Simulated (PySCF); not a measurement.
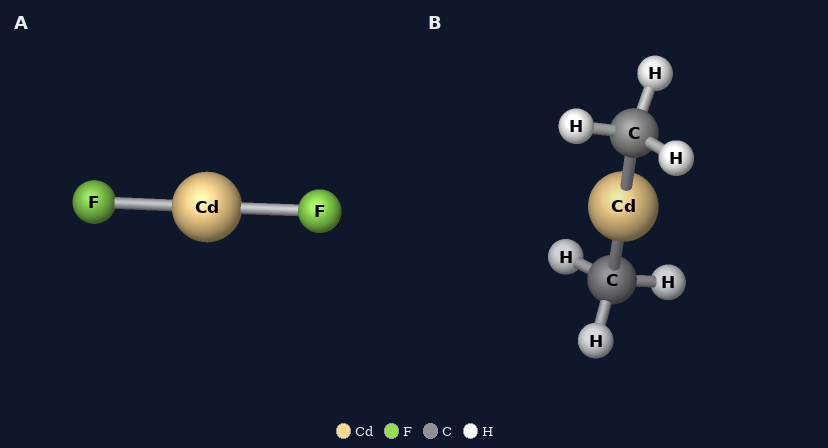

Two related species, optimised with PBE0-D3(BJ)/def2-SVP; properties computed with PySCF 2.14.0. Both: charge 0, singlet.

**What are A and B?**

A is CdF2, B is CdMe2.

Compare them. With CAM-B3LYP/def2-SVPD, core potentials on Cd: HOMO–LUMO gap (eV), HOMO energy (Kohn–Sham orbital) (eV), lowest vertical singlet excitation (eV), mean static polarisability (bohr³).

```csv
quantity,A,B
HOMO–LUMO gap (eV),10.21,8.85
HOMO energy (Kohn–Sham orbital) (eV),−11.83,−8.19
lowest vertical singlet excitation (eV),6.13,5.55
mean static polarisability (bohr³),25.0,59.4
```

Each is one conformer, and no frequency run is at hand to confirm it as a minimum.
